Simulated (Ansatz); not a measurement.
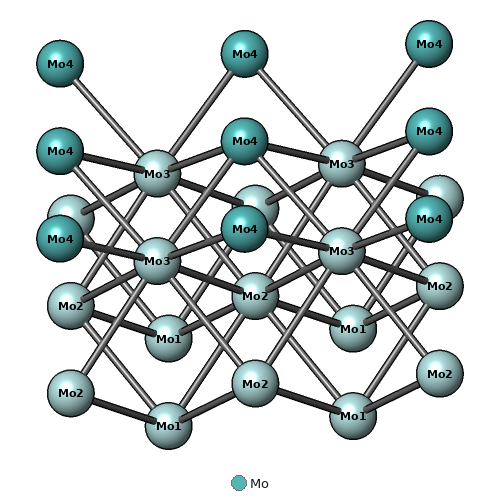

The system is N on a Mo(100) slab cut from the Im-3m phase, its upper half relaxed before the scan (4 atoms of substrate and one adsorbate in a 1 × 1 cell); the picture shows it without the atoms that are moved over the map. N is moved over the surface cell; relaxed at each place: the height of the adsorbate's atoms; substrate rigid; the origin of the map has the adsorbate above Mo4. Places are given modulo a cell vector. The map is drawn in real space over the plane of the surface. The grid has 8 × 8 points; 15 points were computed and 49 follow by symmetry. All energies are given in eV relative to the lowest grid point. With one adsorbate in each 1 × 1 cell, its nearest image is 3.1 Å away, so neighbouring adsorbates interact. Theory: DFT PBEsol, scalar-relativistic, plane waves, PAW in Ansatz. Settings: cutoff 420 eV, k-mesh 9×9×1, gaussian smearing 0.1 eV, no spin polarisation.

Range: position of N5 along the first surface vector from 0.000 to 0.875; position of N5 along the second surface vector from 0.000 to 0.875.

Q: What will the energy surface look like?

A: The lowest grid point is at (3/8, 4/8) of the cell vectors [nearest 3 Mo at 2.05 Å]. The highest grid point, the top site over a surface Mo atom, (0/8, 0/8) of the cell vectors, lies 2.33 eV above the lowest. At the lowest point the adsorbate has 3 Mo at 2.05 Å as nearest neighbours, at the highest 1 Mo at 1.69 Å. Its relaxed height above the top atom is 0.63 Å at the lowest and 1.69 Å at the highest point.

```
second ↓, first →   0/8   1/8   2/8   3/8   4/8   5/8   6/8   7/8
              7/8  2.31  2.28  2.10  1.47  0.63  1.47  2.10  2.28
              6/8  2.16  2.10  1.84  1.05  0.19  1.05  1.84  2.10
              5/8  1.55  1.47  1.05  0.29  0.00  0.29  1.05  1.47
              4/8  0.76  0.63  0.19  0.00  0.04  0.00  0.19  0.63
              3/8  1.55  1.47  1.05  0.29  0.00  0.29  1.05  1.47
              2/8  2.16  2.10  1.84  1.05  0.19  1.05  1.84  2.10
              1/8  2.31  2.28  2.10  1.47  0.63  1.47  2.10  2.28
              0/8  2.33  2.31  2.16  1.55  0.76  1.55  2.16  2.31
```

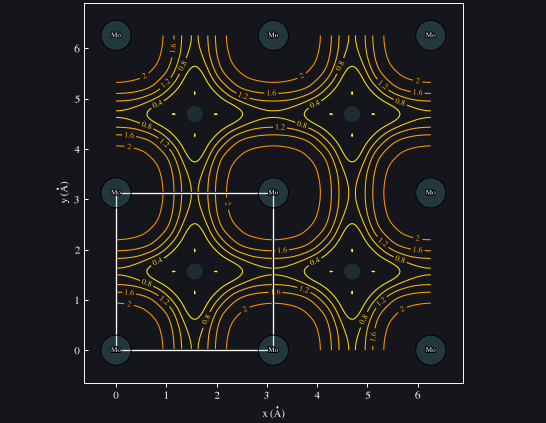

Drawn: contour lines labelled in eV, labelled circles for the atoms of the top layer and small ones for the second layer, the outline of one cell of the 2 × 2 shown. Between grid points the surface is interpolated.

The whole map (15 points run) took 18 min on 1 thread of Intel(R) Xeon(R) Platinum 8259CL CPU @ 2.50GHz (Skylake/Cascade Lake), on a shared host.

PAW datasets: the set soft_1.
